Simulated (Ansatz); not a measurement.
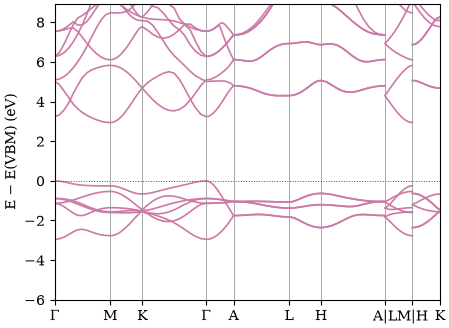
Band structure from DFT-LDA in the program Ansatz with PAW potentials

Problem. Read off the gap and where the band edges lie.

Solution. About 2.9 eV (2.94 eV by a search for the band edges); maximum at Γ, minimum at M.

Problem. Which of these materials gives this?
A) SiC, 6H polytype
B) GaS, P6_3/mmc (Ga on 4f, S on 4f)
C) SrO, NiAs type
D) MgO, wurtzite

Solution. C, SrO, NiAs type

The workflow started from a Materials Project entry (that database holds measured and hypothetical structures alike); the Crystallography Open Database copy checked does not list it. It is not the phase usual at ambient conditions (space group No. 225). The cell was relaxed with LDA under the symmetry of its start; its stability against distortions is not shown here. Spin–orbit coupling is left out wherever it is not named.

Potentials: the later of the program's two PAW sets.
